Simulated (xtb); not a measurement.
## Geometry relaxation of C$_{2}$H$_{7}$NSi$_{2}$ (part 3 of 3)

The same run, continued: C$_{2}$H$_{7}$NSi$_{2}$, SMILES N#CC[SiH2][SiH3]; GFN2-xTB (xtb 6.7.1). The geometry comes from this level: GFN2-xTB.

Geometry of the input (Å):
```
N  1.7122  -1.2501  1.9723
C  1.0630  -0.3416  1.7182
C  0.2308  0.7589  1.3637
Si -1.0254  0.2298  -0.0043
Si 0.1092  -0.5681  -1.8566
H  0.8608  1.5746  1.0054
H  -0.2947  1.1038  2.2552
H  -1.9248  -0.7315  0.6463
H  -1.8197  1.4499  -0.2180
H  0.9637  0.4682  -2.4479
H  -0.8374  -0.9820  -2.8954
H  0.9623  -1.7118  -1.5388
```

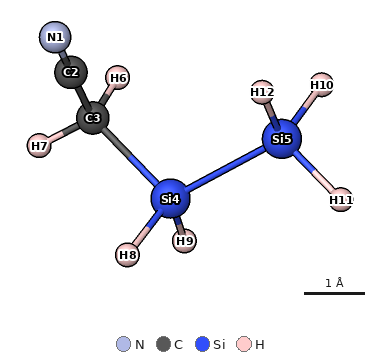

**Figure 1.** The geometry at step 3 of the log (ball-and-stick view, seen at a tilt; atoms are numbered from 1 in the order of the input).

Output, continued:
```
 ---------------------------------------------------------------------------
     1   7 N    2.997 --     2 C    2.805
     2   6 C    3.945 --     1 N    2.805     3 C    1.108
     3   6 C    3.971 --     2 C    1.108     6 H    0.954     7 H    0.952
                             4 Si   0.808
     4  14 Si   3.601 --     8 H    0.896     9 H    0.890     5 Si   0.853
                             3 C    0.808
     5  14 Si   3.656 --    11 H    0.902    12 H    0.901    10 H    0.899
                             4 Si   0.853
     6   1 H    0.998 --     3 C    0.954
     7   1 H    0.997 --     3 C    0.952
     8   1 H    0.991 --     4 Si   0.896
     9   1 H    0.990 --     4 Si   0.890
    10   1 H    0.989 --     5 Si   0.899
    11   1 H    0.986 --     5 Si   0.902
    12   1 H    0.991 --     5 Si   0.901
 ---------------------------------------------------------------------------

Topologies differ in total number of bonds
Writing topology from bond orders to xtbtopo.mol

molecular dipole:
                 x           y           z       tot (Debye)
 q only:       -0.892       0.655      -0.783
   full:       -0.906       1.017      -0.645       3.830
molecular quadrupole (traceless):
                xx          xy          yy          xz          yz          zz
 q only:       -0.244       3.200       1.491      -3.687       3.476      -1.248
  q+dip:       -1.509       5.024       2.996      -5.608       5.425      -1.487
   full:       -1.448       6.377       1.768      -4.861       6.118      -0.320

           -------------------------------------------------
          |                Geometry Summary                 |
           -------------------------------------------------

      molecular mass/u    :      101.2547577
   center of mass at/Å    :        0.1153506      -0.2056094       0.0902531
  moments of inertia/u·Å² :        0.1158005E+03   0.2737763E+03   0.3562546E+03
rotational constants/cm⁻¹ :        0.1455748E+00   0.6157448E-01   0.4731906E-01

 * 11 selected distances

     #   Z          #   Z                                           value/Å
     1   7 N        2   6 C                                       1.1452588
     2   6 C        3   6 C                                       1.4246955
     3   6 C        4  14 Si                                      1.9309021
     4  14 Si       5  14 Si                                      2.3141009 (max)
     3   6 C        6   1 H                                       1.0913175
     3   6 C        7   1 H                                       1.0908061 (min)
     4  14 Si       8   1 H                                       1.4685055
     4  14 Si       9   1 H                                       1.4713506
     5  14 Si      10   1 H                                       1.4675492
     5  14 Si      11   1 H                                       1.4650609
     5  14 Si      12   1 H                                       1.4617996

 * 6 distinct bonds (by element types)

   Z      Z             #   av. dist./Å        max./Å        min./Å
   1 H    6 C           2     1.0910618     1.0913175     1.0908061
   6 C    6 C           1     1.4246955     1.4246955     1.4246955
   6 C    7 N           1     1.1452588     1.1452588     1.1452588
   1 H   14 Si          5     1.4668532     1.4713506     1.4617996
   6 C   14 Si          1     1.9309021     1.9309021     1.9309021
  14 Si  14 Si          1     2.3141009     2.3141009     2.3141009

           -------------------------------------------------
          |               Frequency Printout                |
           -------------------------------------------------
 projected vibrational frequencies (cm⁻¹)
eigval :       -0.00    -0.00    -0.00     0.00     0.00     0.00
eigval :       22.87    47.74   103.62   162.60   351.71   377.89
eigval :      429.10   459.18   462.69   483.73   577.90   643.16
eigval :      708.26   748.70   782.10   804.61   807.94   819.01
eigval :     1021.54  1077.34  1166.35  1418.01  2189.58  2211.73
eigval :     2228.04  2243.09  2274.75  2395.81  2968.74  2979.41
 reduced masses (amu)
   1: 20.62   2: 22.85   3: 17.69   4: 16.56   5: 13.35   6: 23.15   7:  1.89   8: 16.10
   9: 14.52  10: 16.04  11:  3.64  12:  9.09  13: 10.14  14:  6.99  15: 19.99  16: 10.87
  17:  3.33  18:  2.97  19: 13.33  20:  5.00  21:  3.82  22:  1.89  23:  1.90  24:  2.92
  25:  8.96  26:  2.63  27:  5.82  28:  2.14  29:  1.97  30:  1.75  31:  1.87  32:  1.84
  33:  1.87  34: 12.77  35:  1.96  36:  1.53
 IR intensities (km·mol⁻¹)
   1:  0.28   2:  0.63   3:  0.84   4:  0.14   5:  2.94   6:  1.04   7:  0.48   8:  4.23
   9:  0.80  10:  9.37  11: 43.36  12:  2.74  13: 33.60  14: 18.45  15:  2.07  16:  1.67
  17:  6.98  18:255.63  19:198.73  20:521.79  21:241.58  22:154.49  23:115.45  24: 63.12
  25: 16.36  26:  1.71  27: 69.90  28:  6.25  29:270.09  30: 18.43  31:534.87  32:303.53
  33:275.51  34:283.88  35: 19.40  36:  8.87
 Raman intensities (Ä⁴*amu⁻¹)
Molecule has no symmetry elements
It seems to be the C1 point group
   1:  0.00   2:  0.00   3:  0.00   4:  0.00   5:  0.00   6:  0.00   7:  0.00   8:  0.00
   9:  0.00  10:  0.00  11:  0.00  12:  0.00  13:  0.00  14:  0.00  15:  0.00  16:  0.00
  17:  0.00  18:  0.00  19:  0.00  20:  0.00  21:  0.00  22:  0.00  23:  0.00  24:  0.00
  25:  0.00  26:  0.00  27:  0.00  28:  0.00  29:  0.00  30:  0.00  31:  0.00  32:  0.00
  33:  0.00  34:  0.00  35:  0.00  36:  0.00
 output can be read by thermo (or use thermo option).
 writing <g98.out> molden fake output.
 recommended (thermochemical) frequency scaling factor: 1.0
           -------------------------------------------------
          |             Thermodynamic Functions             |
           -------------------------------------------------

c1  symmetry found (for desy threshold:  0.10E+00) used in thermo

          ...................................................
          :                      SETUP                      :
          :.................................................:
          :  # frequencies                          30      :
          :  # imaginary freq.                       0      :
          :  linear?                             false      :
          :  only rotor calc.                    false      :
          :  symmetry                               c1      :
          :  rotational number                       1      :
          :  scaling factor                  1.0000000      :
          :  rotor cutoff                   50.0000000 cm⁻¹ :
          :  imag. cutoff                  -20.0000000 cm⁻¹ :
          :.................................................:

    mode    ω/cm⁻¹     T·S(HO)/kcal·mol⁻¹    T·S(FR)/kcal·mol⁻¹   T·S(vib)
   ------------------------------------------------------------------------
       1     22.87    -1.89867 (  4.19%)    -1.28743 ( 95.81%)    -1.31305
       2     47.74    -1.46364 ( 45.38%)    -1.06986 ( 54.62%)    -1.24855
       3    103.62    -1.00928 ( 94.86%)    -0.84050 (  5.14%)    -1.00060
       4    162.60    -0.75112 ( 99.11%)    -0.70707 (  0.89%)    -0.75073
   ------------------------------------------------------------------------

   temp. (K)  partition function   enthalpy   heat capacity  entropy
                                   cal/mol     cal/K/mol   cal/K/mol   J/K/mol
 298.15  VIB   663.                 3585.362     21.873     22.222
         ROT  0.257E+06              888.752      2.981     27.734
         INT  0.170E+09             4474.115     24.854     49.956
         TR   0.986E+27             1481.254      4.968     39.737
         TOT                        5955.3686    29.8219    89.6930   375.2756

       T/K    H(0)-H(T)+PV         H(T)/Eh          T*S/Eh         G(T)/Eh
   ------------------------------------------------------------------------
    298.15    0.949048E-02    0.845953E-01    0.426161E-01    0.419792E-01
   ------------------------------------------------------------------------

         :::::::::::::::::::::::::::::::::::::::::::::::::::::
         ::                  THERMODYNAMIC                  ::
         :::::::::::::::::::::::::::::::::::::::::::::::::::::
         :: total free energy         -14.133814257985 Eh   ::
         ::.................................................::
         :: total energy              -14.175793475250 Eh   ::
         :: zero point energy           0.075104787299 Eh   ::
         :: G(RRHO) w/o ZPVE           -0.033125570034 Eh   ::
         :: G(RRHO) contrib.            0.041979217265 Eh   ::
         :::::::::::::::::::::::::::::::::::::::::::::::::::::

optimized geometry written to: xtbopt.xyz

           -------------------------------------------------
          | TOTAL ENERGY              -14.175793475250 Eh   |
          | TOTAL ENTHALPY            -14.091198203919 Eh   |
          | TOTAL FREE ENERGY         -14.133814257985 Eh   |
          | GRADIENT NORM               0.000085409171 Eh/α |
          | HOMO-LUMO GAP               4.407573130713 eV   |
           -------------------------------------------------

------------------------------------------------------------------------
------------------------------------------------------------------------
 total:
 *  cpu-time:     0 d,  0 h,  0 min,  0.700 sec
 * ratio c/w:     0.999 speedup
 SCF:
 *  cpu-time:     0 d,  0 h,  0 min,  0.012 sec
 * ratio c/w:     0.999 speedup
 ANC optimizer:
 *  cpu-time:     0 d,  0 h,  0 min,  0.056 sec
 * ratio c/w:     1.000 speedup
 analytical hessian:
 *  cpu-time:     0 d,  0 h,  0 min,  0.620 sec
 * ratio c/w:     0.999 speedup
```

File vibspectrum:
```
$vibrational spectrum
#  mode     symmetry     wave number   IR intensity    selection rules
#                         cm**(-1)      (km*mol⁻¹)        IR
     1                      -0.00         0.00000          -
     2                      -0.00         0.00000          -
     3                      -0.00         0.00000          -
     4                       0.00         0.00000          -
     5                       0.00         0.00000          -
     6                       0.00         0.00000          -
     7        a             22.87         0.48188         YES
     8        a             47.74         4.23394         YES
     9        a            103.62         0.79532         YES
    10        a            162.60         9.36816         YES
    11        a            351.71        43.35577         YES
    12        a            377.89         2.73769         YES
    13        a            429.10        33.60285         YES
    14        a            459.18        18.44521         YES
    15        a            462.69         2.07435         YES
    16        a            483.73         1.67289         YES
    17        a            577.90         6.97735         YES
    18        a            643.16       255.63094         YES
    19        a            708.26       198.72665         YES
    20        a            748.70       521.79439         YES
    21        a            782.10       241.58466         YES
    22        a            804.61       154.49100         YES
    23        a            807.94       115.45414         YES
    24        a            819.01        63.11590         YES
    25        a           1021.54        16.36415         YES
    26        a           1077.34         1.71257         YES
    27        a           1166.35        69.90178         YES
    28        a           1418.01         6.24887         YES
    29        a           2189.58       270.09049         YES
    30        a           2211.73        18.43303         YES
    31        a           2228.04       534.86623         YES
    32        a           2243.09       303.53380         YES
    33        a           2274.75       275.50806         YES
    34        a           2395.81       283.87570         YES
    35        a           2968.74        19.39529         YES
    36        a           2979.41         8.87055         YES
$end
```

File xtbopt.xyz:
```
12
 energy: -14.175793475240 gnorm: 0.000085179894 xtb: 6.7.1
N            1.71248104030522       -1.25034290215820        1.97032846688110
C            1.06335257168177       -0.34132947671524        1.71745637970939
C            0.23059796858227        0.75921194372967        1.36378259053406
Si          -1.02535472660920        0.22985876449583       -0.00397108440047
Si           0.10882410924955       -0.56828974276223       -1.85644486766383
H            0.86049358778507        1.57504341897166        1.00514044781282
H           -0.29440254953978        1.10387947181275        2.25565504688814
H           -1.92435369871031       -0.73209528788856        0.64637739794734
H           -1.82061370749887        1.44920929721479       -0.21755881815087
H            0.96103514226133        0.46941948822859       -2.44855651550171
H           -0.83706646987738       -0.98518339684708       -2.89466145575847
H            0.96500673231798       -1.70939157808194       -1.53754758828003
```

Standard error:
```
normal termination of xtb
```

Trajectory as extended XYZ (Å, eV, eV/Å), 6 frames, from step=0 to step=5:
```
12
Properties=species:S:1:pos:R:3 step=0 energy=-385.74298
N     1.7122   -1.2501    1.9723
C     1.0630   -0.3416    1.7182
C     0.2308    0.7589    1.3637
Si   -1.0254    0.2298   -0.0043
Si    0.1092   -0.5681   -1.8566
H     0.8608    1.5746    1.0054
H    -0.2947    1.1038    2.2552
H    -1.9248   -0.7315    0.6463
H    -1.8197    1.4499   -0.2180
H     0.9637    0.4682   -2.4479
H    -0.8374   -0.9820   -2.8954
H     0.9623   -1.7118   -1.5388
12
Properties=species:S:1:pos:R:3 step=1 energy=-385.74298
N     1.7121   -1.2504    1.9721
C     1.0634   -0.3414    1.7179
C     0.2308    0.7592    1.3640
Si   -1.0246    0.2303   -0.0044
Si    0.1081   -0.5687   -1.8567
H     0.8608    1.5750    1.0055
H    -0.2946    1.1038    2.2557
H    -1.9241   -0.7316    0.6455
H    -1.8200    1.4496   -0.2179
H     0.9624    0.4684   -2.4469
H    -0.8373   -0.9831   -2.8963
H     0.9630   -1.7110   -1.5384
12
Properties=species:S:1:pos:R:3 step=2 energy=-385.74299
N     1.7125   -1.2502    1.9713
C     1.0630   -0.3416    1.7181
C     0.2306    0.7591    1.3639
Si   -1.0251    0.2300   -0.0042
Si    0.1087   -0.5684   -1.8566
H     0.8608    1.5748    1.0053
H    -0.2946    1.1040    2.2555
H    -1.9244   -0.7317    0.6460
H    -1.8200    1.4495   -0.2178
H     0.9625    0.4686   -2.4477
H    -0.8373   -0.9834   -2.8955
H     0.9634   -1.7108   -1.5383
12
Properties=species:S:1:pos:R:3 step=3 energy=-385.74298
N     1.7118   -1.2505    1.9715
C     1.0637   -0.3412    1.7170
C     0.2306    0.7591    1.3635
Si   -1.0257    0.2297   -0.0040
Si    0.1094   -0.5679   -1.8563
H     0.8604    1.5750    1.0050
H    -0.2944    1.1037    2.2555
H    -1.9247   -0.7321    0.6466
H    -1.8203    1.4494   -0.2176
H     0.9623    0.4690   -2.4488
H    -0.8372   -0.9838   -2.8943
H     0.9641   -1.7104   -1.5381
12
Properties=species:S:1:pos:R:3 step=4 energy=-385.74299
N     1.7123   -1.2503    1.9708
C     1.0633   -0.3414    1.7176
C     0.2306    0.7591    1.3637
Si   -1.0253    0.2299   -0.0041
Si    0.1089   -0.5682   -1.8563
H     0.8606    1.5749    1.0052
H    -0.2945    1.1039    2.2555
H    -1.9244   -0.7320    0.6463
H    -1.8204    1.4494   -0.2177
H     0.9617    0.4691   -2.4484
H    -0.8371   -0.9843   -2.8947
H     0.9643   -1.7100   -1.5379
12
Properties=species:S:1:pos:R:3 step=5 energy=-385.74299
N     1.7125   -1.2503    1.9703
C     1.0634   -0.3413    1.7175
C     0.2306    0.7592    1.3638
Si   -1.0254    0.2298   -0.0040
Si    0.1088   -0.5683   -1.8564
H     0.8605    1.5751    1.0051
H    -0.2944    1.1039    2.2557
H    -1.9244   -0.7321    0.6464
H    -1.8206    1.4492   -0.2176
H     0.9610    0.4694   -2.4486
H    -0.8370   -0.9852   -2.8947
H     0.9650   -1.7094   -1.5375
```

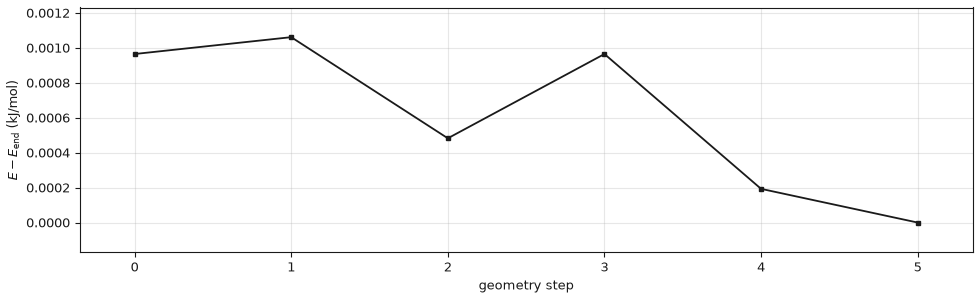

**Figure 2.** Progress of the relaxation, step by step (steps are counted from 0). The atoms keep their places after the best rigid fit (all moves are under 0.005 Å). Over 5 geometry steps the energy falls by next to nothing (0.0 kJ/mol).

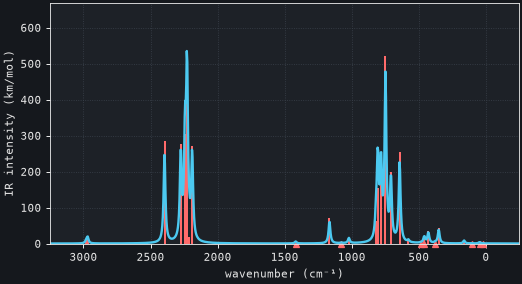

**Figure 3.** Harmonic infrared spectrum, unscaled: sticks (degenerate modes added up, dark ones marked on the axis) with a Lorentzian envelope of 16 cm⁻¹ full width, scaled to the tallest stick. 30 modes from 23 to 2979 cm⁻¹, none imaginary. The strongest line is at 2228 cm⁻¹ (535 km/mol).

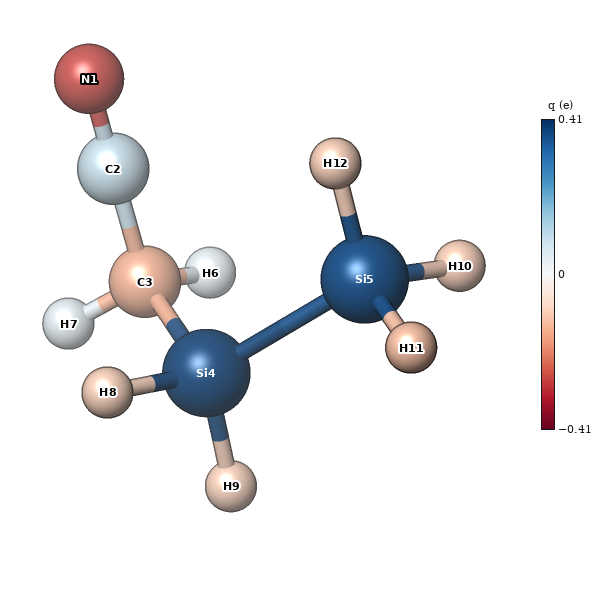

**Figure 4.** Mulliken charges, as the colour of each atom (ball-and-stick view, seen at a tilt; atoms are numbered from 1 in the order of the input). By element: N −0.28, C −0.16 to +0.10, Si +0.37 to +0.39 and H −0.12 to +0.05 e.
